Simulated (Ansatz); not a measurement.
# A computed series for CdSe: response to strain

Start from CdSe in the wurtzite structure (space group P6_3mc, No. 186; a = 4.2475 Å, c = 6.9410 Å). Axes: x lies along a and z along c of the hexagonal cell.

Strains are applied to the cell and any free atomic positions relax; under biaxial strain the out-of-plane vector relaxes too.

Level of theory: LDA (Ansatz, a quantum-chemistry and plane-wave program; PAW; 420 eV plane waves; scalar-relativistic without spin-orbit coupling).

Notes on the quantities. in-plane stress: mean in-plane stress (compression positive).

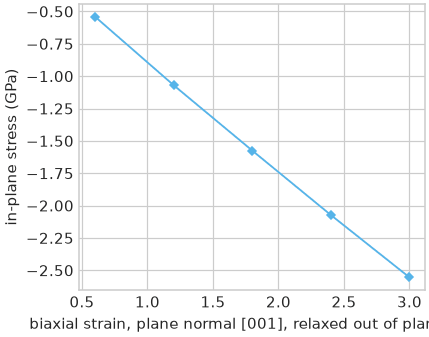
*in-plane stress against biaxial strain, plane normal [001], relaxed out of plane*

| biaxial strain, plane normal [001], relaxed out of plane (%) | in-plane stress |
|---|---|
| 0.6 | -0.5 GPa |
| 1.2 | -1.1 GPa |
| 1.8 | -1.6 GPa |
| 2.4 | -2.1 GPa |
| 3 | -2.6 GPa |

No phonon test of stability was made.
